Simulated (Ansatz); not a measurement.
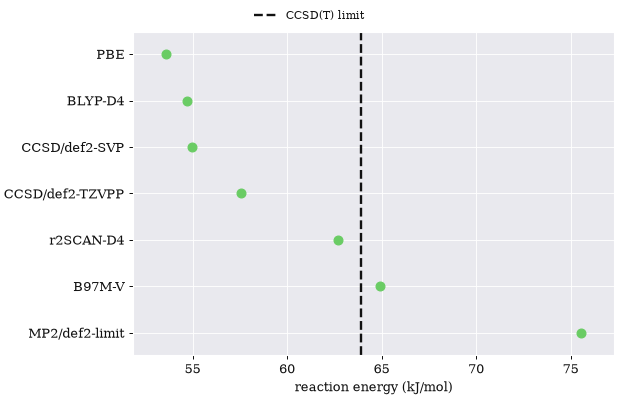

Electronic reaction energy of SiIClF₂ (F[Si](F)(Cl)I) + GeH₄ ([GeH4]) → GeSiH₃ClF₂ (F[Si](F)(Cl)[GeH3]) + HI (I) (SMILES in brackets) at several levels (functionals in def2-TZVPP unless a basis is named), isolated molecules at PBE0-D4 triple-zeta geometries, minima by their frequencies, no zero-point or thermal terms, the Ansatz code. The line is frozen-core CCSD(T) at the basis limit (MP2 extrapolated from triple and quadruple zeta, plus CCSD(T) less MP2 in a smaller set). No dispersion term is added to PBE. The distance of CCSD/def2-SVP and CCSD/def2-TZVPP to the limit includes basis error. Core potentials past Kr. The limit lies 6.0 kJ/mol from CCSD(T)/def2-TZVPP, so the line itself is uncertain by a part of that.

> Which level comes closest to the line (CCSD(T) limit), and which misses most?

Closest B97M-V (64.9 kJ/mol), against 63.9 kJ/mol; farthest MP2/def2-limit (75.6 kJ/mol).

> Give the values.

```
          level  kJ/mol  less CCSD(T) limit
            PBE    53.6               −10.3
        BLYP-D4    54.7                −9.2
  CCSD/def2-SVP    55.0                −9.0
CCSD/def2-TZVPP    57.5                −6.4
      r2SCAN-D4    62.7                −1.2
         B97M-V    64.9                 1.0
 MP2/def2-limit    75.6                11.6
  CCSD(T) limit    63.9                 0.0
```

Known limits of this run: no scalar relativity up to krypton; outer-core shells are correlated without core-valence functions, which makes the correlated values less sure; spin-orbit coupling is left out, and with I it can shift these values.
